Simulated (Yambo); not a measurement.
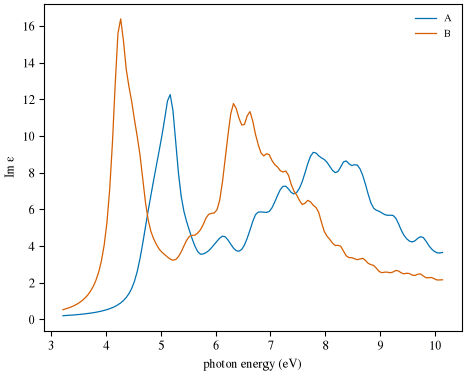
Two computed absorption spectra of NaYS₂ (space group R-3m, No. 166) (Yambo, PBEsol bands with the same scissor, field along x)

Axes are Cartesian, with cell vectors (Å) (1.97, 1.14, 6.58), (-1.97, 1.14, 6.58), (0.00, -2.27, 6.58).

### Question
Which curve includes the electron-hole attraction (BSE), and where are its main peaks?

### Answer
Curve B: the attraction moves weight to lower energy (centre of the plotted range 6.4 eV against 7.2 eV). Its peaks lie at 4.3 eV, 6.3 eV. Settings: 6×6×6 mesh, 6 valence and 10 conduction bands, static screening with 49 bands and a 4 Ry block, scissor 1.68 eV, Tamm-Dancoff. The scissor comes from a G0W0 run whose convergence isn't established. Broadening 0.15 eV. The band window holds all transitions up to 11.7 eV. Fine structure above the onset can come from the mesh.

Geometry relaxed with PBEsol; primitive cell a = b = c = 6.9641 Å, α = β = γ = 32.83°.
